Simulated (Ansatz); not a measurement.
**Cu3N, pressure series**

Start from Cu3N (space group Pm-3m, No. 221).

```
Cu3N
1.0
    3.76491     0.00000     0.00000
    0.00000     3.76491     0.00000
    0.00000     0.00000     3.76491
Cu N
3 1
Direct
  0.50000   0.00000   0.00000
  0.00000   0.50000   0.00000
  0.00000   0.00000   0.50000
  0.00000   0.00000   0.00000
```

Cell and atoms are relaxed at each pressure.

Method: PBEsol in Ansatz (plane waves to 420 eV, PAW, scalar-relativistic without spin-orbit coupling).

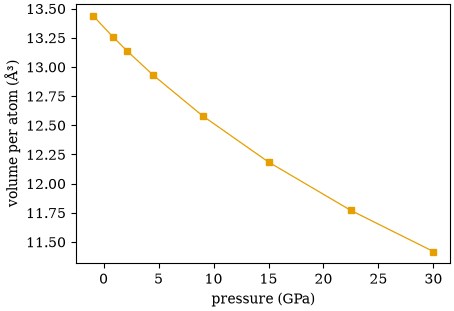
Fig. 1. Volume against pressure

Estimate the zero-pressure bulk modulus from the plot.

About 130 GPa; a third-order Birch–Murnaghan fit to the points gives V₀ = 13.34 Å³/atom, B₀ = 134 GPa and B₀′ = 4.6.

Load acts through the strain it causes; cell and atoms are relaxed under it. Whether these cells are dynamically stable was not tested. No other phases were tried under pressure. The final runs are not spin-polarised. Gaps under 0.05 eV, about the width of the smearing, are given as zero.

Ansatz is a program for electronic structure.
